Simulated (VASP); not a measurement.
Band structure of Mg2Sn (antifluorite). Level of theory: PW91 GGA, VASP's PBE PAW potentials (set 64) (plane waves; VASP).

Unless said otherwise, spin-orbit coupling is left out, though it shifts the bands of the heavy elements here.

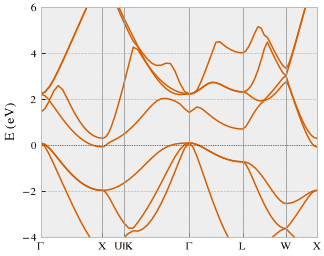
Figure: Bands along high-symmetry lines, zero at the valence-band maximum or, without a gap, the Fermi level

Q: Read the plot: is there a gap, and where are the band edges?

A: It has no gap at this level: it comes out as a metal or semimetal. (Edges off the drawn lines would not show.)

Measured: gap 0.36 eV (computed value off by -0.36 eV), as given by Byungki Ryu et al., Journal of the Korean Physical Society (2019), arXiv:1905.06140.

The compound is Mg2Sn in the antifluorite structure. It was relaxed first.
